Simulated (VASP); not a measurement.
Band structure of NaCl (rock salt). Calculation: AM05 GGA, VASP's PBE PAW potentials (set 64) (plane waves; VASP).

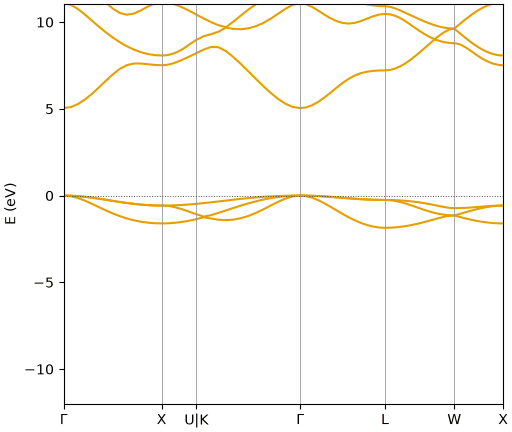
*Bands along high-symmetry lines, zero at the valence-band maximum or, without a gap, the Fermi level*

### Question
Read the plot: is there a gap, and where are the band edges?

### Answer
The gap is direct, 5.04 eV, from the valence maximum at Γ to the conduction minimum at Γ. (Edges off the drawn lines would not show.)

Measured: gap 8.97 eV (computed value off by -3.93 eV), as given by Wei Chen et al., Physical Review Materials (2018), doi:10.1103/physrevmaterials.2.073803.

The compound is NaCl in the rock salt structure. It was relaxed first.
